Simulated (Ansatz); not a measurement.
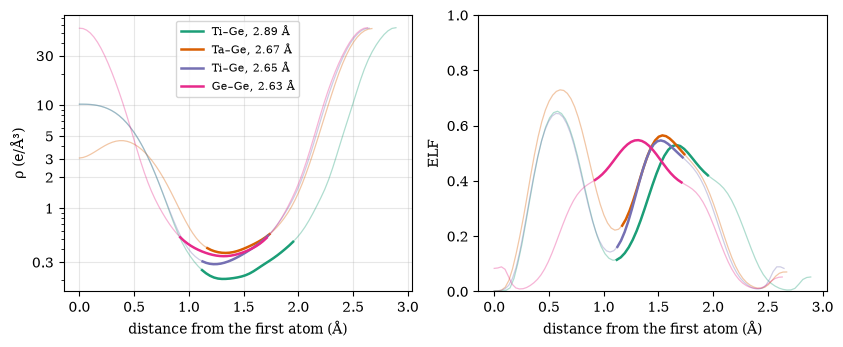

Figure. Ta3TiGe8. Valence charge density (pseudo) and ELF along straight lines between neighbouring atoms. Thin, pale parts lie inside the atomic spheres.

Space group C222; a structure generated by program, which may or may not match a known phase; computed without spin polarisation.

All numbers below come from DFT PBE, scalar-relativistic, plane waves, PAW in Ansatz.

In a PAW calculation such maps are meaningful between the atoms, not at the nuclei.

Compare the contacts.

Answer. Ti–Ge (2.89 Å): ρ at the midpoint is about 0.21 e/Å³; the ELF is about 0.40 at the midpoint.
Ta–Ge (2.67 Å): ρ at the midpoint is about 0.37 e/Å³; the ELF is about 0.40 at the midpoint.
Ti–Ge (2.65 Å): the density is about 0.3 e/Å³ at the midpoint; the ELF is about 0.40 at the midpoint.
Ge–Ge (2.63 Å): ρ is about 0.34 e/Å³ halfway; the ELF reaches about 0.55 near the midpoint.
